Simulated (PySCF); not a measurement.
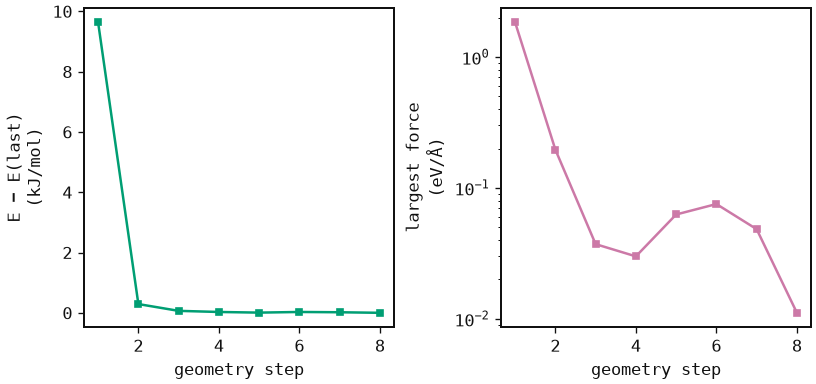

History of a geometry optimisation.

System: C4H11OP (SMILES CC[PH](=O)CC).
Method: PBE0-D3(BJ)/def2-SVP, geometry optimisation (PySCF).

Q: How did it end, and what did it gain?

A: The optimisation met its thresholds at geometry 8, counting the start as the first. The energy fell by about 9.6 kJ/mol from the first step to the last. The largest force goes from about 1.8 eV/Å at the start to 0.011 eV/Å at the end.

Q: By which step was nine tenths of the energy gained?

A: By step 2 of 8.
